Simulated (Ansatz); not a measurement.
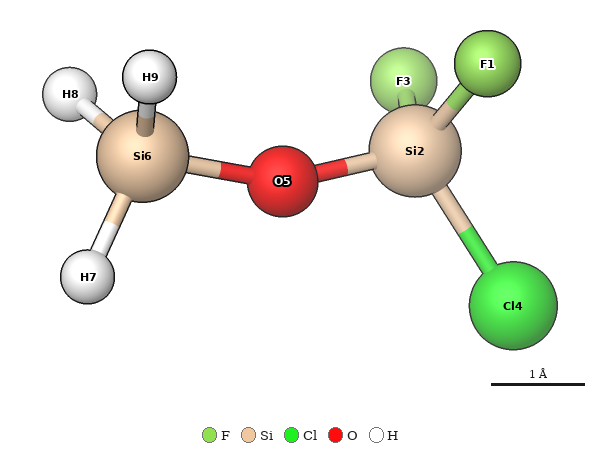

Figure 1. The structure (ball-and-stick view, seen at an oblique angle; atoms are numbered from 1 in the order of the input). Bond lengths as drawn: Cl–Si 2.01 Å, F–Si 1.57 Å, H–Si 1.48 Å and O–Si 1.59 to 1.64 Å.

**Si₂H₃ClOF₂: one change and its effect**

System: Si₂H₃ClOF₂, SMILES F[Si](F)(Cl)O[SiH3].
Method of run 1: RKS SPW92/def2-TZVPP (Ansatz 0.2.0).

The geometry comes from this level: PBE0-D4/def2-TZVP. Text and figures count atoms from 1; the logs count them from 0 in places.

## Input file, run 1
```yaml
crystal:
  periodic: [false, false, false]
  atoms:
    - {symbol: F, position_ang: [-2.046894, -1.352671, 0.128683]}
    - {symbol: Si, position_ang: [-0.915455, -0.877508, -0.857176]}
    - {symbol: F, position_ang: [-0.051962, -2.145258, -1.210917]}
    - {symbol: Cl, position_ang: [-1.768034, -0.179570, -2.539641]}
    - {symbol: O, position_ang: [-0.014567, 0.237135, -0.174854]}
    - {symbol: Si, position_ang: [1.002290, 0.917486, 0.924522]}
    - {symbol: H, position_ang: [1.264225, 2.309306, 0.493533]}
    - {symbol: H, position_ang: [2.264819, 0.141922, 0.961357]}
    - {symbol: H, position_ang: [0.354179, 0.902857, 2.257394]}
basis:
  gaussian: {orbitals: def2-TZVPP}
hamiltonian: {xc: lda}
output: {orbitals: {seedname: orbitals}}
```

Hardware: 4 CPU threads, shared host.

## Output (run 1)
```
Functional definition: SPW92
  exchange = slater_x
  correlation = pw_c
1510 factors; their error is unknown
mean field evaluation 1: about -35658.1980 eV, gradient 7.5e1 eV
mean field evaluation 2: about -35624.8010 eV, gradient 1.6e2 eV
mean field evaluation 4: about -35666.5406 eV, gradient 1.3e1 eV
mean field evaluation 8: about -35666.7662 eV, gradient 2.0e-1 eV
mean field evaluation 16: about -35666.7264 eV, gradient 8.5e-5 eV
mean field -35666.72636328 eV, -1310.7280180752 hartree, gradient 8.5e-5 eV, S^2 0.000000; 0 other end points of the search recorded, 0 dependent functions left out
reference -35666.72640528 eV, -1310.7280196186 hartree; 37, 37 occupied and 224, 224 virtual orbitals, 1510 factors
Total energy: -35666.72640528 eV, -1310.7280196186 hartree
```

For run 2 the input was changed thus:
```diff
-hamiltonian: {xc: lda}
+correlation: {method: ccsd_t}
```

How does run 2 compare with run 1?

The total energies belong to different methods, so their difference says nothing on which is more stable or more accurate. The HOMO goes from −8.19 to −13.11 eV. The LUMO goes from −1.48 to 2.77 eV.

## Output (run 2)
```
Functional definition: HF
  exchange = exact_x
  correlation = 0
1581 factors; integrals over basis functions are off by at most 7.8e-4 eV
mean field evaluation 1: about -35733.0947 eV, gradient 4.8e1 eV
mean field evaluation 2: about -35733.4038 eV, gradient 4.9e1 eV
mean field evaluation 4: about -35737.4208 eV, gradient 3.0e0 eV
mean field evaluation 8: about -35737.4785 eV, gradient 2.8e-1 eV
mean field evaluation 16: about -35733.0947 eV, gradient 4.8e1 eV
mean field -35737.47869464 eV, -1313.3281182948 hartree, gradient 3.8e-6 eV, S^2 0.000000; 0 other end points of the search recorded, 0 dependent functions left out
18 core orbitals not correlated: weight in the atoms' cores, before any rotation towards them, 1.000 or more for the frozen orbitals, at most 0.000 for the correlated occupied ones
reference -35737.47869464 eV, -1313.3281182948 hartree; 19, 19 occupied and 224, 224 virtual orbitals, 1581 factors
second order -31.22114366 eV of doubles, -0.00000000 eV of singles
cycle   1  -31.46480523 eV  change   -2.4e-1 eV  update   1.1e-1
cycle   2  -32.12660236 eV  change   -6.6e-1 eV  update   3.1e-2
cycle   3  -32.27490115 eV  change   -1.5e-1 eV  update   1.5e-2
cycle   4  -32.25525547 eV  change    2.0e-2 eV  update   2.8e-3
cycle   5  -32.25374634 eV  change    1.5e-3 eV  update   1.1e-3
cycle   6  -32.25450868 eV  change   -7.6e-4 eV  update   2.9e-4
cycle   7  -32.25430565 eV  change    2.0e-4 eV  update   9.2e-5
cycle   8  -32.25425414 eV  change    5.2e-5 eV  update   2.4e-5
cycle   9  -32.25426015 eV  change   -6.0e-6 eV  update   8.7e-6
perturbative correction -1.05468043 eV, -0.0387587908 hartree
Total energy: -35770.78763521 eV, -1314.5521992834 hartree
```

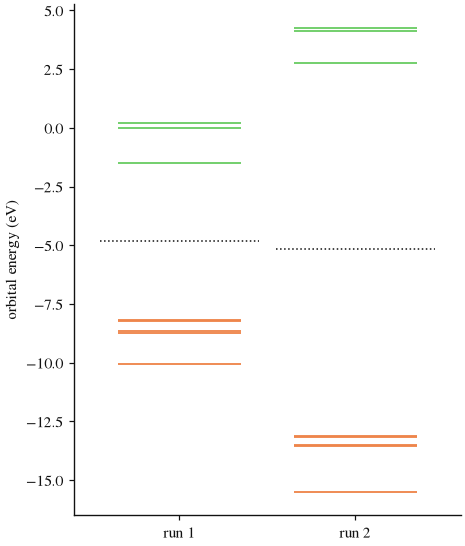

Figure 2. The five highest filled and three lowest empty orbital energies of the two runs; the dotted lines part filled from empty levels. The HOMO–LUMO gap is 6.71 eV in run 1 and 15.88 eV in run 2.

## The two runs side by side

```tsv
quantity	run 1	run 2
outcome	converged	converged
total energy (hartree)	−1310.728020	−1314.552199
HOMO (eV)	−8.19	−13.11
LUMO (eV)	−1.48	2.77
basis functions	261	261
wall time (shared host)	0.8 s	54 s
```
